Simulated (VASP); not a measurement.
Band structure of NiSi2 (space group Fm-3m). These are PBE GGA, VASP's PBE PAW potentials (set 64) (plane waves; VASP 6.6.1) values and carry that method's errors.

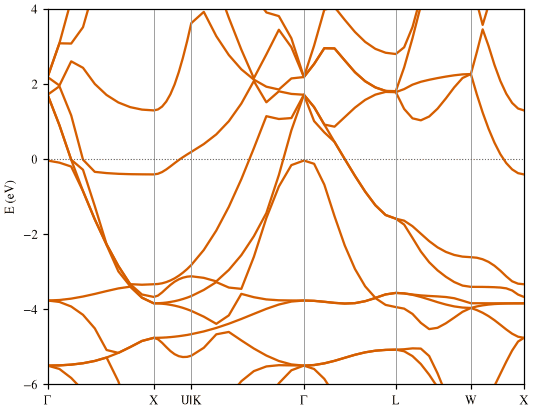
Figure: Bands along high-symmetry lines, zero at the valence-band maximum or, without a gap, the Fermi level

### Question
Read the plot: is there a gap, and where are the band edges?

### Answer
It has no gap at this level: it comes out as a metal or semimetal.

The structure is a typed NiSi2 crystal. The cell was not relaxed at this level. The run is not spin-polarised, so no magnetic state was tried.
